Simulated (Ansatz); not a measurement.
# How fast states decay through Ca3AsBr2Cl, part 2 of 3

Aim: relax a made-up compound, Ca3AsBr2Cl, and see how good a tunnel barrier it would be. It is built by putting Cl for part of the Br in the Ca3AsBr3 structure of space group Pm-3m, with the volume rescaled by atomic radii. The parent structure comes from the Materials Project.

Ansatz 0.2.0; r2SCAN DFT, plane waves, PAW files (the session's first sound run).

So far. Step 2 (Cell and atoms at rest): The largest force component on a free atom ends at 5.7e-30 eV/Å. Step 3 (Band edges): The searched edges give 2.03 eV, as on the mesh.

The structure was built from a prototype and need not be the compound's stable phase.

**4. Decaying states in the gap, plane (100)**

This step: r2SCAN DFT, plane waves, PAW files; complex bands by layer matching along the plane's normal (Ansatz 0.2.0).

The same crystal is laid in a cell whose first two vectors span the (100) plane (indices of the standard conventional cell, whose axes can be ordered otherwise than in the bulk input). At fixed energy and wavevector in the plane the solver finds all kz, real and complex. A few wavevectors are listed, (0, 0) and (0.5, 0) in units of the plane's reciprocal vectors; the slowest state needn't be among them.

input.yaml

```yaml
crystal:
  lattice:
    - [5.82943677, 0.0, 0.0]
    - [0.0, 5.94100833, 0.0]
    - [0.0, 0.0, 5.82943677]
  atoms:
    - { symbol: Ca, position: [0.0, 0.0, 0.5] }
    - { symbol: Ca, position: [0.5, 0.0, 0.0] }
    - { symbol: Ca, position: [0.0, 0.5, 0.0] }
    - { symbol: As, position: [0.0, 0.0, 0.0] }
    - { symbol: Br, position: [0.5, 0.5, 0.0] }
    - { symbol: Br, position: [0.0, 0.5, 0.5] }
    - { symbol: Cl, position: [0.5, 0.0, 0.5] }
kpoints:
  mp_grid: { grid: [4, 4, 4] }
scf:
  occupations: { method: fixed }
hamiltonian:
  xc: r2scan
output:
  eigenvalues: true
  transmission:
    leads: [[0, 0]]
    kpoints: [[0.0, 0.0], [0.5, 0.0]]
    e_range: [-1.0, 3.03]
    de: 0.07
```

Run with:

```console
ansatz run input.yaml --threads 2 --pin off --max-ram 4096MiB --backend cpu --events-out ev --progress --plain --runs-dir out
```

Numbers of over 12 decimals in the logs are rounded to 6 here.

The log of the run:

```text
[...]
Crystal: 7 atoms, lattice volume = 201.889 Å³
Basis set: ecut = 500 eV, 5113 PW (Γ), exchange–correlation on 180×180×180 points (64 copies of the dense FFT grid, shifted against one another)
Bands: 40, of which v1, the nominal top of the filled ones, is band 33 counted from 1 (32 counted from 0)
Symmetry: 16 space group operations
[...]
k-points: 18 of 64
[...]
SCF iter   1: F=—  HF=-17013.668724 eV  |F-HF|=—  |Δ(HF+E_count)|=         —  Δρ=5.10e-3  dr2=8.35e-2  dr2_τ=1.94e-2  ethr=1.77e-3  ⟨swp⟩=6.6  Hψ=2613  notcnv=0  defer=75
[...]
SCF iter   8: F=-17013.768063 eV  HF=-17013.768063 eV  |F-HF|=4.59e-9  |Δ(HF+E_count)|=   7.97e-8  Δρ=1.44e-6  dr2=7.00e-9  dr2_τ=8.24e-10  ethr=1.52e-10  ⟨swp⟩=19.1  Hψ=3879  notcnv=0
SCF 1 converged in 8 iterations: F = -17013.768063 eV  dr2 = 7.00e-9
[...]
transmission: 12 of 24 steps passed
transmission: 24 of 24 steps passed
SCF converged after 8 iterations
Free energy (F): -17013.768063 eV
[...]
Internal energy: -17013.768063 eV  (E = F + TS)
E sigma→0 (E₀):  -17013.768063 eV
Fermi energy:    5.456163 eV
[...]
--- Band table (eV; the first three rows and the last of 18) ---
  k-point 0: bands = [... 29 lower, 2.4061, 5.4348, 5.4348, 5.4562, 7.4821, 7.4821, 7.5717, 8.4726, ... 3 higher]
  k-point 1: bands = [... 29 lower, 2.2760, 4.6830, 5.1823, 5.2066, 7.6040, 8.2324, 8.2678, 8.9789, ... 3 higher]
  k-point 2: bands = [... 29 lower, 2.1454, 4.1235, 4.9882, 5.0375, 7.7643, 8.9698, 9.2192, 9.2230, ... 3 higher]
  k-point 17: bands = [... 29 lower, 2.6746, 4.3219, 4.3219, 4.3730, 9.7246, 9.9151, 9.9151, 10.1623, ... 3 higher]
--- Transmission ---
  basis      : 361 plane waves across, 12 finite elements along
  points     : 2, as listed
  energies   : 58 from -1.000000 to 2.990000 eV about the Fermi level, 0.070000 eV apart; the leads are filled to 1.012944 eV, and channels, transmission and decay are at 1.030000 eV
  crystal 0  : Ca3As1Br2Cl1, at the sites [0, 0], period 5.8294 Å: whole cells are its period
    offset         : up to 0.0000 Å between an atom of the period and one for which it stands
    channels       : 0.000000e0 a spin
    conductance    : none, the energies end too early or step too widely for 300 K: set another output.transmission.e_range or a lower de, or, where they end at an eighth of basis.ecutwfc, a higher one
    slowest decay  : 0.1978 /Å at (0.0000, 0.0000)
```

Wall time 4.2 min (2 threads of Arm Neoverse N1, shared host); peak memory 1.6 GiB; 7.2 min of CPU time.

Numbers from this step:

```
level to which the leads are filled                       : 1.013 eV from the Fermi level
decay constant at the filling level, zone centre          : 0.1978 Å⁻¹
decay constant at the filling level, slowest listed point : 0.1978 Å⁻¹
```

K parallel (0, 0); values up to 1.5 1/Å, a degenerate pair printed once or twice; energies at which all values exceed this have no row. Table of Im kz of the slowest decaying states by energy, zero at the highest filled level on the SCF mesh:

```
energy (eV)  decay 1 (Å⁻¹)  decay 2 (Å⁻¹)  decay 3 (Å⁻¹)  decay 4 (Å⁻¹)
     -1.000          0.407          0.411          0.442          0.466
     -0.510          0.120          0.186          0.417          0.466
     -0.020        0.00963         0.0171          0.416          0.461
      0.470          0.156          0.212          0.236          0.410
      1.030          0.198          0.225          0.248          0.397
      1.520          0.181          0.206          0.208          0.381
      2.010         0.0348         0.0916          0.094          0.200
      2.500          0.168          0.203          0.334          0.352
```

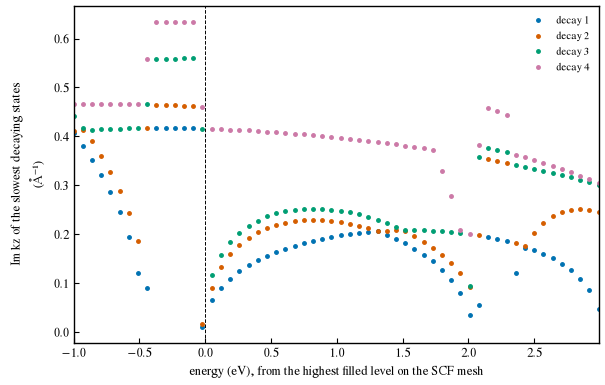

Im kz of the slowest decaying states against energy.

K parallel (0, 0). Table of Re kz of states that move upwards by energy, zero at the highest filled level on the SCF mesh:

```
energy (eV)  channel 1 (Å⁻¹)  channel 2 (Å⁻¹)  channel 3 (Å⁻¹)
     -1.000           -0.336                -                -
     -0.510           -0.200                -                -
     -0.020          -0.0590                -                -
      0.470                -                -                -
      1.030                -                -                -
      1.520                -                -                -
      2.010                -                -                -
      2.500            0.192            0.206                -
```

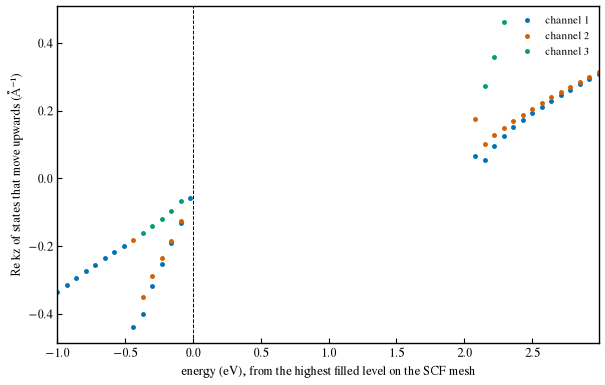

Re kz of states that move upwards against energy.

K parallel (0.5, 0); values up to 1.5 1/Å, a degenerate pair printed once or twice; energies at which all values exceed this have no row. Im kz of the slowest decaying states against energy, zero at the highest filled level on the SCF mesh:

```
energy (eV)  decay 1 (Å⁻¹)  decay 2 (Å⁻¹)  decay 3 (Å⁻¹)  decay 4 (Å⁻¹)
     -1.000          0.157          0.430          0.509          0.620
     -0.510          0.501          0.508          0.620          0.732
     -0.020          0.190          0.239          0.505          0.520
      0.470          0.253          0.279          0.500          0.520
      1.030          0.272          0.285          0.494          0.504
      1.520          0.234          0.295          0.481          0.493
      2.010          0.154          0.293          0.447          0.474
      2.500          0.278          0.401          0.409          0.473
```

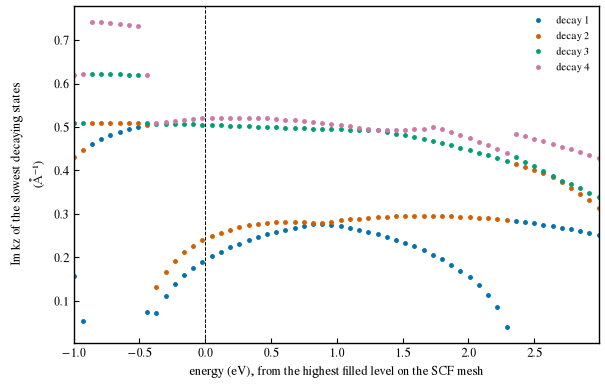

Im kz of the slowest decaying states, plotted against energy.

At the listed wavevectors the last open channel is at -0.02 eV and the next at +2.08 eV on the grid. At +1.03 eV, the grid energy nearest the filling level (the middle of the gap on the SCF mesh), the slowest state at the listed wavevectors decays with κ = 0.198 Å⁻¹, its amplitude falling by e over 5.1 Å. Through 1 nm of this crystal that state's transmission falls by exp(−2 × 0.198 Å⁻¹ × 10 Å) = 0.019.

**5. Decay over the two-dimensional zone**

The listed points could miss the slowest state, so one energy near mid-gap is solved on a mesh of 8×8.

input.yaml: that of step 4 with these lines changed.

```diff
@@ -21,6 +21,2 @@
   eigenvalues: true
-  transmission:
-    leads: [[0, 0]]
-    kpoints: [[0.0, 0.0], [0.5, 0.0]]
-    e_range: [-1.0, 3.03]
-    de: 0.07
+  transmission: { leads: [[0, 0]], kmesh: [8, 8], e_range: [1.01, 1.02], de: 0.05 }
```

The log of the run:

```text
[...]
Crystal: 7 atoms, lattice volume = 201.889 Å³
Basis set: ecut = 500 eV, 5113 PW (Γ), exchange–correlation on 180×180×180 points (64 copies of the dense FFT grid, shifted against one another)
Bands: 40, of which v1, the nominal top of the filled ones, is band 33 counted from 1 (32 counted from 0)
Symmetry: 16 space group operations
[...]
k-points: 18 of 64
[...]
SCF iter   1: F=—  HF=-17013.668724 eV  |F-HF|=—  |Δ(HF+E_count)|=         —  Δρ=5.10e-3  dr2=8.35e-2  dr2_τ=1.94e-2  ethr=1.77e-3  ⟨swp⟩=6.6  Hψ=2613  notcnv=0  defer=75
[...]
SCF iter   8: F=-17013.768063 eV  HF=-17013.768063 eV  |F-HF|=4.59e-9  |Δ(HF+E_count)|=   7.97e-8  Δρ=1.44e-6  dr2=7.00e-9  dr2_τ=8.24e-10  ethr=1.52e-10  ⟨swp⟩=19.1  Hψ=3879  notcnv=0
SCF 1 converged in 8 iterations: F = -17013.768063 eV  dr2 = 7.00e-9
[...]
transmission: 32 of 200 steps passed
transmission: 64 of 200 steps passed
[...]
transmission: 200 of 200 steps passed
SCF converged after 8 iterations
Free energy (F): -17013.768063 eV
[...]
Internal energy: -17013.768063 eV  (E = F + TS)
E sigma→0 (E₀):  -17013.768063 eV
Fermi energy:    5.456163 eV
[...]
--- Band table (eV; the first three rows and the last of 18) ---
  k-point 0: bands = [... 29 lower, 2.4061, 5.4348, 5.4348, 5.4562, 7.4821, 7.4821, 7.5717, 8.4726, ... 3 higher]
  k-point 1: bands = [... 29 lower, 2.2760, 4.6830, 5.1823, 5.2066, 7.6040, 8.2324, 8.2678, 8.9789, ... 3 higher]
  k-point 2: bands = [... 29 lower, 2.1454, 4.1235, 4.9882, 5.0375, 7.7643, 8.9698, 9.2192, 9.2230, ... 3 higher]
  k-point 17: bands = [... 29 lower, 2.6746, 4.3219, 4.3219, 4.3730, 9.7246, 9.9151, 9.9151, 10.1623, ... 3 higher]
--- Transmission ---
  basis      : 361 plane waves across, 8 finite elements along
  points     : 25, standing for a mesh of 8 x 8
  energies   : 1 from 1.010000 to 1.010000 eV about the Fermi level; the leads are filled to 1.012944 eV, and channels, transmission and decay are at 1.010000 eV
[...]
channels       : 0.000000e0 a spin
    conductance    : none, crystal 0 has no channel at the energies, or these end too early or step too widely for 300 K: set another output.transmission.e_range or a lower de, or, where they end at an eighth of basis.ecutwfc, a higher one
    slowest decay  : 0.1969 /Å at (0.0000, 0.0000)
```

It took 4.8 min on 2 threads; peak memory 1.8 GiB.

This step gave:

```
least decay constant on the mesh : 0.1969 Å⁻¹
```

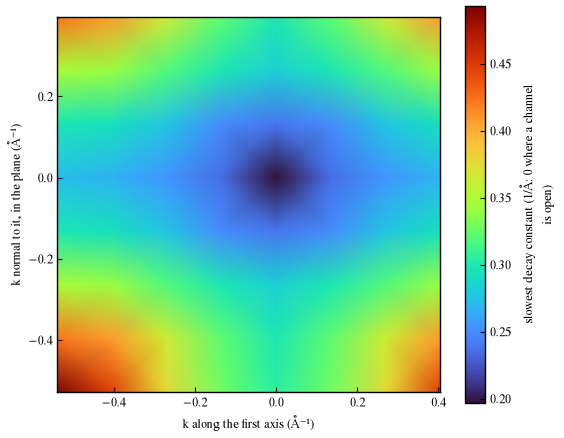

Slowest decay constant (1/Å; 0 where a channel is open) over k1 and k2. At 1.0100 eV from the Fermi level.

The least value on the mesh is 0.197 Å⁻¹ at +1.01 eV. At that energy the listed points give about 0.197 Å⁻¹ by interpolation, so the mesh holds no clearly slower state.

**6. Decaying states in the gap, plane (001)**

The same for the (001) plane, at (0, 0) and (0.5, 0), to see how the decay depends on direction.

input.yaml

```yaml
crystal:
  lattice:
    - [5.82943677, 0.0, 0.0]
    - [0.0, 5.82943677, 0.0]
    - [0.0, 0.0, 5.94100833]
  atoms:
    - { symbol: Ca, position: [0.5, 0.0, 0.0] }
    - { symbol: Ca, position: [0.0, 0.5, 0.0] }
    - { symbol: Ca, position: [0.0, 0.0, 0.5] }
    - { symbol: As, position: [0.0, 0.0, 0.0] }
    - { symbol: Br, position: [0.0, 0.5, 0.5] }
    - { symbol: Br, position: [0.5, 0.0, 0.5] }
    - { symbol: Cl, position: [0.5, 0.5, 0.0] }
kpoints:
  mp_grid: { grid: [4, 4, 4] }
scf:
  occupations: { method: fixed }
hamiltonian:
  xc: r2scan
output:
  eigenvalues: true
  transmission:
    leads: [[0, 0]]
    kpoints: [[0.0, 0.0], [0.5, 0.0]]
    e_range: [-1.0, 3.03]
    de: 0.07
```

The log of the run:

```text
[...]
Crystal: 7 atoms, lattice volume = 201.889 Å³
Basis set: ecut = 500 eV, 5113 PW (Γ), exchange–correlation on 180×180×180 points (64 copies of the dense FFT grid, shifted against one another)
Bands: 40, of which v1, the nominal top of the filled ones, is band 33 counted from 1 (32 counted from 0)
Symmetry: 16 space group operations
[...]
k-points: 18 of 64
[...]
SCF iter   1: F=—  HF=-17013.668774 eV  |F-HF|=—  |Δ(HF+E_count)|=         —  Δρ=5.11e-3  dr2=8.36e-2  dr2_τ=1.94e-2  ethr=1.77e-3  ⟨swp⟩=6.6  Hψ=2611  notcnv=0  defer=75
[...]
SCF iter   8: F=-17013.768063 eV  HF=-17013.768063 eV  |F-HF|=4.56e-9  |Δ(HF+E_count)|=   8.06e-8  Δρ=1.45e-6  dr2=7.06e-9  dr2_τ=8.27e-10  ethr=1.52e-10  ⟨swp⟩=19.1  Hψ=3933  notcnv=0
SCF 1 converged in 8 iterations: F = -17013.768063 eV  dr2 = 7.06e-9
[...]
transmission: 10 of 20 steps passed
transmission: 20 of 20 steps passed
SCF converged after 8 iterations
Free energy (F): -17013.768063 eV
[...]
Internal energy: -17013.768063 eV  (E = F + TS)
E sigma→0 (E₀):  -17013.768063 eV
Fermi energy:    5.456161 eV
[...]
--- Band table (eV; the first three rows and the last of 18) ---
  k-point 0: bands = [... 29 lower, 2.4061, 5.4348, 5.4348, 5.4562, 7.4821, 7.4821, 7.5717, 8.4726, ... 3 higher]
  k-point 1: bands = [... 29 lower, 2.3489, 4.7060, 5.1755, 5.1755, 7.7005, 8.2128, 8.2128, 9.0350, ... 3 higher]
  k-point 2: bands = [... 29 lower, 2.2967, 4.1562, 4.9883, 4.9883, 7.8818, 8.8016, 9.2635, 9.2635, ... 3 higher]
  k-point 17: bands = [... 29 lower, 2.6746, 4.3219, 4.3219, 4.3730, 9.7246, 9.9151, 9.9151, 10.1623, ... 3 higher]
--- Transmission ---
  basis      : 349 plane waves across, 10 finite elements along
  points     : 2, as listed
[...]
crystal 0  : Ca3As1Cl1Br2, at the sites [0, 0], period 5.9410 Å: whole cells are its period
[...]
channels       : 0.000000e0 a spin
[...]
slowest decay  : 0.1890 /Å at (0.0000, 0.0000)
```

The job ended after 4 min (2 threads; peak memory 1.5 GiB).

This step gave:

```yaml
decay_constant_at_the_filling_level_zone_centre: 0.1890 Å⁻¹
decay_constant_at_the_filling_level_slowest_listed_point: 0.189 Å⁻¹
```

K parallel (0, 0); values up to 1.5 1/Å, a degenerate pair printed once or twice; energies at which all values exceed this have no row. Table of Im kz of the slowest decaying states by energy, zero at the highest filled level on the SCF mesh:

```
energy (eV)  decay 1 (Å⁻¹)  decay 2 (Å⁻¹)  decay 3 (Å⁻¹)  decay 4 (Å⁻¹)
    -1.0000          0.403          0.429          0.444          0.607
    -0.7200          0.284          0.430          0.447          0.613
    -0.5100          0.119          0.430          0.447          0.615
    -0.2300          0.428          0.446          0.615          0.737
    -0.0200         0.0155          0.425          0.444          0.613
     0.2600          0.116          0.186          0.421          0.440
     0.4700          0.148          0.217          0.416          0.436
     0.7500          0.174          0.232          0.409          0.429
     1.0300          0.189          0.227          0.401          0.420
     1.2400          0.195          0.214          0.393          0.413
     1.5200          0.182          0.198          0.382          0.402
     1.7300          0.145          0.196          0.372          0.393
     2.0100         0.0350          0.188          0.224          0.358
     2.2200          0.178          0.346          0.367          0.492
     2.5000          0.125          0.156          0.329          0.349
     2.7800          0.115          0.204          0.309          0.328
```

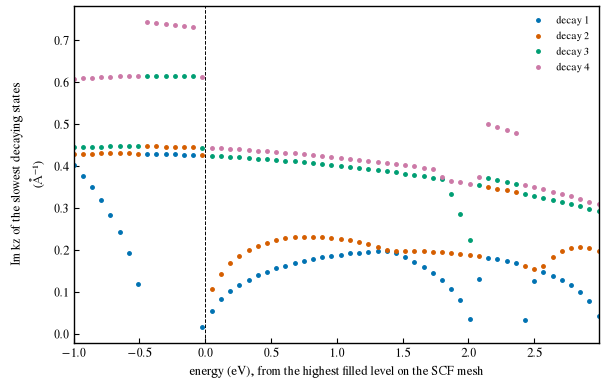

Im kz of the slowest decaying states against energy.

K parallel (0, 0). The Re kz of states that move upwards by energy, zero at the highest filled level on the SCF mesh:

```
energy (eV)  channel 1 (Å⁻¹)  channel 2 (Å⁻¹)  channel 3 (Å⁻¹)
     -1.000           -0.339                -                -
     -0.790           -0.275                -                -
     -0.580           -0.219                -                -
     -0.370           -0.342           -0.342           -0.164
     -0.230           -0.226           -0.226           -0.125
     -0.020          -0.0346                -                -
      0.190                -                -                -
      0.400                -                -                -
      0.610                -                -                -
      0.820                -                -                -
      1.030                -                -                -
      1.170                -                -                -
      1.380                -                -                -
      1.590                -                -                -
      1.800                -                -                -
      2.010                -                -                -
      2.220            0.127            0.127            0.236
      2.430            0.188            0.188                -
      2.570            0.223            0.223                -
      2.780            0.269            0.269                -
```

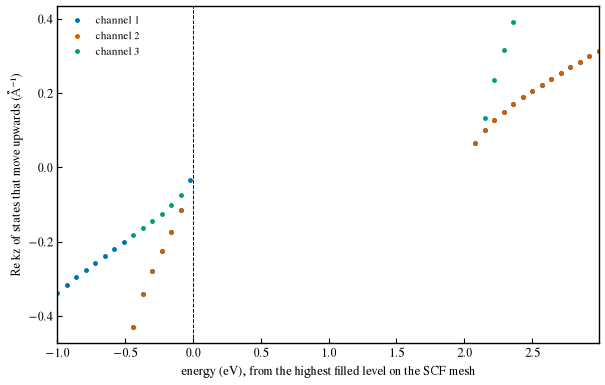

Re kz of states that move upwards against energy.

K parallel (0.5, 0); values up to 1.5 1/Å, a degenerate pair printed once or twice; energies at which all values exceed this have no row. Table of Im kz of the slowest decaying states by energy, zero at the highest filled level on the SCF mesh:

```
energy (eV)  decay 1 (Å⁻¹)  decay 2 (Å⁻¹)  decay 3 (Å⁻¹)  decay 4 (Å⁻¹)
     -1.000          0.229          0.397          0.550          0.597
     -0.510          0.474          0.553          0.597          0.645
     -0.020          0.211          0.236          0.495          0.561
      0.470          0.268          0.281          0.495          0.568
      1.030          0.276          0.295          0.480          0.536
      1.520          0.237          0.301          0.456          0.499
      2.010          0.157          0.294          0.422          0.450
      2.500          0.274          0.376          0.385          0.455
```

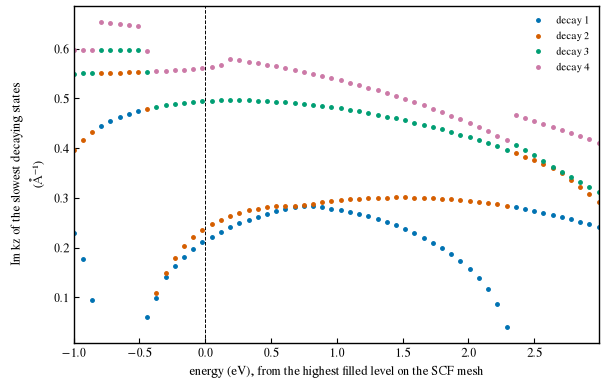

Im kz of the slowest decaying states, plotted against energy.

At the listed wavevectors the last open channel is at -0.02 eV and the next at +2.08 eV on the grid. At +1.03 eV, the grid energy nearest the filling level (the middle of the gap on the SCF mesh), the slowest state at the listed wavevectors decays with κ = 0.189 Å⁻¹, its amplitude falling by e over 5.3 Å; the first such run, plane (100), gave 0.198 Å⁻¹.

**7. Band edges at another level, cutoff 420 eV**

This step: PBEsol DFT, plane waves, PAW files (Ansatz 0.2.0).

The edges again with PBEsol, at the same atoms. Against that run the cutoff is 420 eV against 500.

input.yaml

```yaml
crystal:
  lattice:
    - [5.8294367695, 0.0, 0.0]
    - [0.0, 5.8294367695, 0.0]
    - [0.0, 0.0, 5.9410083297]
  atoms:
    - { symbol: Ca, position: [0.5, 0.0, 0.0] }
    - { symbol: Ca, position: [0.0, 0.5, 0.0] }
    - { symbol: Ca, position: [0.0, 0.0, 0.5] }
    - { symbol: As, position: [0.0, 0.0, 0.0] }
    - { symbol: Br, position: [0.0, 0.5, 0.5] }
    - { symbol: Br, position: [0.5, 0.0, 0.5] }
    - { symbol: Cl, position: [0.5, 0.5, 0.0] }
kpoints:
  mp_grid: { grid: [4, 4, 4] }
  band_path: { path: [VBM, CBM], npoints: 30 }
scf:
  occupations: { method: fixed }
hamiltonian:
  xc: pbesol
output:
  eigenvalues: true
```

The log of the run:

```text
[...]
Crystal: 7 atoms, lattice volume = 201.889 Å³
Basis set: ecut = 420 eV, 3903 PW (Γ)
Bands: 40, of which v1, the nominal top of the filled ones, is band 33 counted from 1 (32 counted from 0)
Symmetry: 16 space group operations
[...]
k-points: 18 of 64
[...]
SCF iter   1: F=—  HF=-16741.020648 eV  |F-HF|=—  |Δ(HF+E_count)|=         —  Δρ=2.79e-3  dr2=1.93e-2  ethr=1.77e-3  ⟨swp⟩=6.6  Hψ=2614  notcnv=0  defer=76
[...]
SCF iter   7: F=-16741.016876 eV  HF=-16741.016876 eV  |F-HF|=3.27e-8  |Δ(HF+E_count)|=   6.72e-7  Δρ=3.43e-6  dr2=7.24e-8  ethr=1.52e-10  ⟨swp⟩=19.8  Hψ=4056  notcnv=0
SCF 1 converged in 7 iterations: F = -16741.016876 eV  dr2 = 7.24e-8
[...]
SCF converged after 7 iterations
Free energy (F): -16741.016876 eV
[...]
Internal energy: -16741.016876 eV  (E = F + TS)
E sigma→0 (E₀):  -16741.016876 eV
Fermi energy:    5.522532 eV
[...]
--- Band table (eV; the first three rows and the last of 18) ---
  k-point 0: bands = [... 29 lower, 2.7065, 5.4985, 5.4985, 5.5225, 7.1083, 7.1083, 7.1972, 7.8027, ... 3 higher]
  k-point 1: bands = [... 29 lower, 2.6452, 4.7189, 5.2138, 5.2138, 7.3228, 7.8468, 7.8468, 8.4185, ... 3 higher]
  k-point 2: bands = [... 29 lower, 2.5901, 4.1662, 5.0227, 5.0227, 7.5000, 8.4040, 8.8672, 8.8672, ... 3 higher]
  k-point 17: bands = [... 29 lower, 2.9644, 4.3747, 4.3747, 4.4246, 9.2243, 9.3771, 9.3771, 9.7471, ... 3 higher]
```

Wall time 42 s (2 threads); peak memory 0.51 GiB; 82 s of CPU time.

Numbers from this step:

```yaml
free_energy: -16741.0169 eV
fermi_energy: 5.523 eV
gap_on_the_k_mesh: 1.586 eV
gap_on_path: 1.586 eV, by band count; negative where bands overlap
direct_gap_on_path: 1.586 eV
```

Levels at VBM (eV): -4.36, -4.36, -4.33, -3.75, -3.75, -3.58, -3.10, -2.82, -2.82, -0.02, -0.02, 0.00, 1.59, 1.59, 1.67, 2.28, 3.38, 3.55, 3.55.

The searched edges give 1.59 eV, as on the mesh.

(Part 2 of 3 ends here.)

[Logs are printed without paths, hosts, clocks, repeated set-up lines and the standing remarks that a program may print on its own settings, such as how far it seeks lower states.]

[Hosts, paths, dates, database ids (printed as entryN), source tags and the programs' standing remarks are cut or masked in the printed files.]
